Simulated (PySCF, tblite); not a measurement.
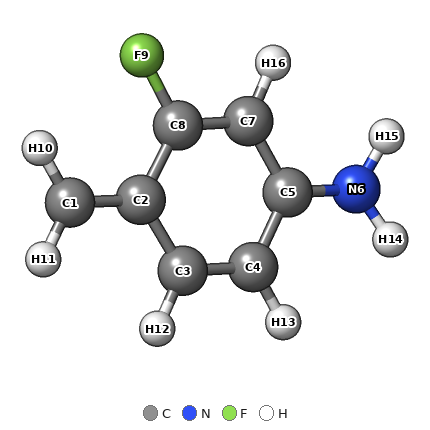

First-order isotropic EPR spectrum (fast tumbling, first derivative) of C₇H₇FN, SMILES [CH2]c1ccc(N)cc1F, doublet at 9.50 GHz, Lorentzian lines of 0.10 mT full width at half height, from computed g and hyperfine couplings (B3LYP/pcH-1 in PySCF, at a GFN2-xTB geometry (a minimum by its frequencies), gas phase); values of one conformer, averaged over methyl-type rotors alone; no vibrational averaging; dilute isotopes left out. The SMILES is one Lewis form and needn't show where the spin sits.

**Give g and the hyperfine couplings.**

g_iso = 2.0028, which centres the spectrum at 338.9 mT; it spans 5.6 mT.

```tsv
nuclei	isotope	a (mT)	a (MHz)
H10	¹H	−1.55	−43.5
H11	¹H	−1.53	−42.9
F9	¹⁹F	0.92	25.9
H12	¹H	−0.54	−15.3
N6	¹⁴N	0.26	7.4
H16	¹H	0.20	5.5
H13	¹H	0.17	4.7
H14, H15	¹H	−0.05	−1.4
```

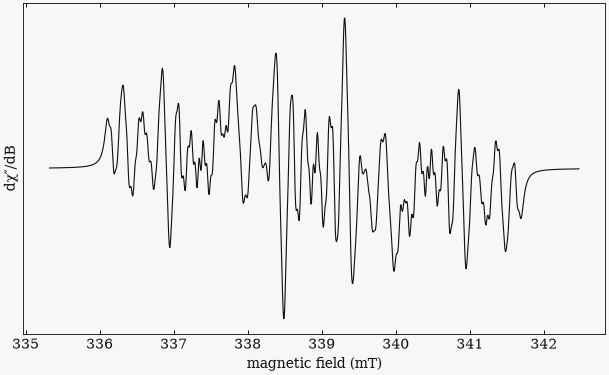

Note: the tight-binding geometry is rougher than a DFT one and adds to the error.
